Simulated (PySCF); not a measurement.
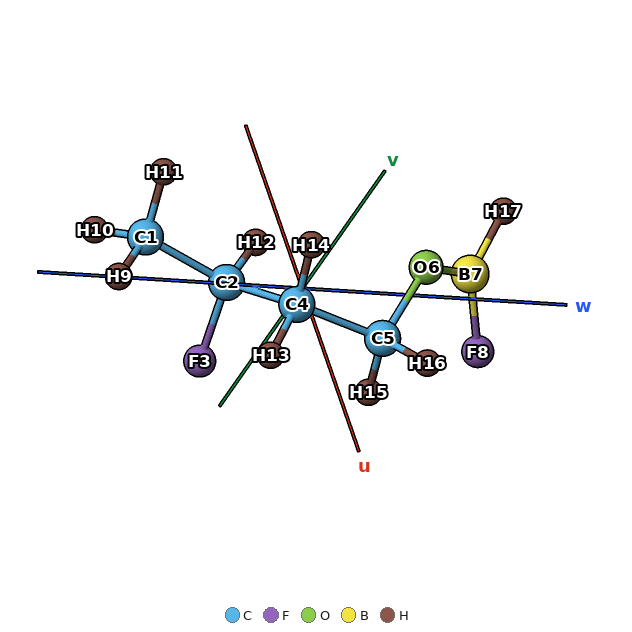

The lines u, v and w are the principal axes of the static dipole polarisability. The computed structure is the end point of a GFN2-xTB optimisation. No frequency run is at hand to confirm it as a minimum. Method: ωB97X-D/def2-SVPD (PySCF 2.14.0).

Along which axis is the molecule most polarisable, and along which least?

Most along w (close to the long direction C1···F8), least along v.

Give the three principal values.

u 63.7, v 60.6, w 76.9 bohr³; mean 67.0, anisotropy 15.0 bohr³.

The geometry is semi-empirical. Around B such bond lengths and angles can be off by a tenth of an ångström or more and by several degrees, and values that hang on the shape move with them.
